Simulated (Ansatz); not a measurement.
The calculation's input:

```
crystal:
  periodic: [false, false, false]
  atoms:
    - {symbol: B, position_ang: [-0.726172, -0.352197, 0.008814]}
    - {symbol: C, position_ang: [0.668843, 0.277389, -0.515667]}
    - {symbol: N, position_ang: [-0.541991, -0.149370, 1.595842]}
    - {symbol: N, position_ang: [0.944627, 0.300588, -1.831397]}
    - {symbol: O, position_ang: [1.484035, 0.740705, 0.297914]}
    - {symbol: H, position_ang: [-1.685562, 0.281616, -0.370881]}
    - {symbol: H, position_ang: [-0.824869, -1.532607, -0.242081]}
    - {symbol: H, position_ang: [-1.237458, 0.453555, 2.016344]}
    - {symbol: H, position_ang: [-0.505399, -1.015659, 2.117785]}
    - {symbol: H, position_ang: [1.811550, 0.695713, -2.155942]}
    - {symbol: H, position_ang: [0.291891, -0.072200, -2.495637]}
    - {symbol: H, position_ang: [0.397606, 0.317365, 1.608905]}
basis:
  gaussian: {orbitals: def2-TZVPP}
hamiltonian: {xc: pbe0, dispersion: d4}
output: {orbitals: {seedname: orbitals}}
```

Launched as:

```sh
ansatz run in.yaml --threads 4 --pin off --events-out ev --progress --plain --max-ram 10444MiB
```

Geometry: PBE0-D4/def2-TZVP.

Method: RKS PBE0-D4/def2-TZVPP in Ansatz.

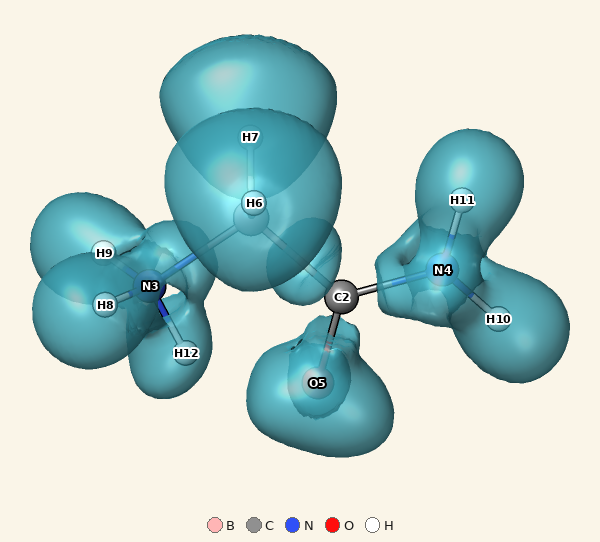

CH7BN2O. Isosurface of the electron localisation function at 0.75 (cyan), seen at a tilt. Only the valence region is drawn (cores and ρ < 0.01 e/Å³ removed).

> What do the ELF domains correspond to?

The surface consists of one region between bonded B–C atoms (shared pairs), two regions around hydrogen nuclei, one region on O in which the atom's valence shell and bonds are merged and two joined regions spread over several atoms (H, N), in which their bonds and any lone pairs are merged. Along the contacts the grid gives the following. C–O (1.24 Å): the ELF peaks at about 0.85 between the atoms; a short, strongly polar bond. C–N (1.34 Å): the ELF peaks at about 0.90 between the atoms: localised, covalent bonding.
